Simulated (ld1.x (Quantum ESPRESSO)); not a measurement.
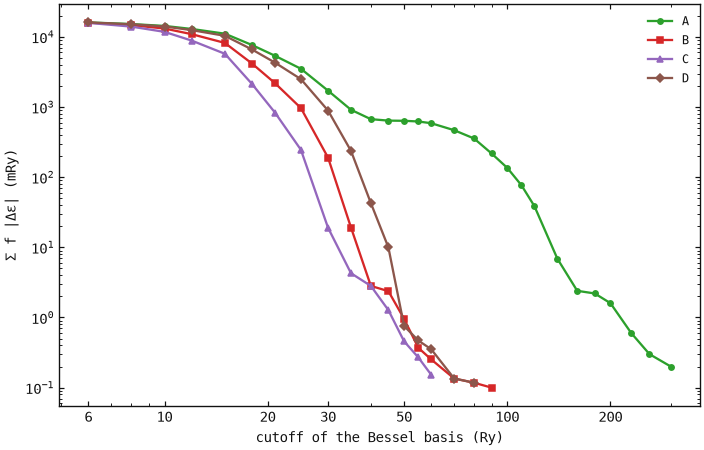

The occupation-weighted error of the valence levels in a spherical-Bessel basis for 4 variants of one potential.

Base settings:

Input of ld1.x (Quantum ESPRESSO) 7.5:

```
 &input
   title='Pb', zed=82., rel=1, dft='PBE', iswitch=3,
   config='[Xe] 4f14 5d10 6s1.75 6p2.25',
   nld=3, rlderiv=2.40, eminld=-4.0, emaxld=5.0, deld=0.02
 /
 &inputp
   pseudotype=2, tm=.false., lloc=0,
   nlcc=.true., new_core_ps=.true., rcore=1.25,
   file_pseudopw='Pb.UPF', file_wfcaegen='ae.wfc', file_wfcncgen='nc.wfc', file_beta='beta', file_chi='chi'
 /
3
6P  2  1   2.25   0.00  2.20  2.20  0.0
5D  3  2  10.00   0.00  1.60  1.60  0.0
6S  1  0   1.75   0.00  1.90  1.90  0.0
 &test
   configts(1)='5d10 6s1.75 6p2.25'
 /
```

Run as:
```bash
ld1.x < Pb.in > Pb.out
```

Functional and relativity: PBE, scalar-relativistic.

> The variants differ in the radius of the d channel: 1.10 bohr, 1.86 bohr, 2.18 bohr, 2.38 bohr. Which curve belongs to which value?

A: 1.10 bohr; B: 2.18 bohr; C: 2.38 bohr; D: 1.86 bohr.
